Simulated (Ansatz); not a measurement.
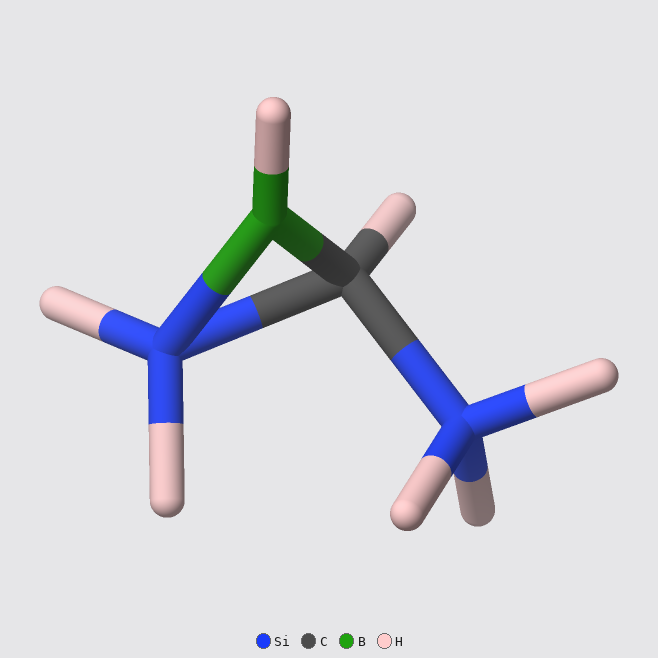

Computed geometry: PBE0-D4/def2-TZVP optimisation. Program: Ansatz 0.2.0.

Compare HOMO–LUMO gap (eV), dipole (D), HOMO energy (eV) at these levels: B3LYP-D4/def2-TZVPP; PBE-D4/def2-TZVPP; r2SCAN-D4/def2-TZVPP; ωB97M-V/def2-TZVPP.

```
               level  HOMO–LUMO gap (eV)  dipole (D)  HOMO energy (eV)
 B3LYP-D4/def2-TZVPP                4.53        0.55             −6.65
   PBE-D4/def2-TZVPP                2.91        0.64             −5.82
r2SCAN-D4/def2-TZVPP                3.38        0.62             −6.01
  ωB97M-V/def2-TZVPP                8.92        0.54             −8.93
```
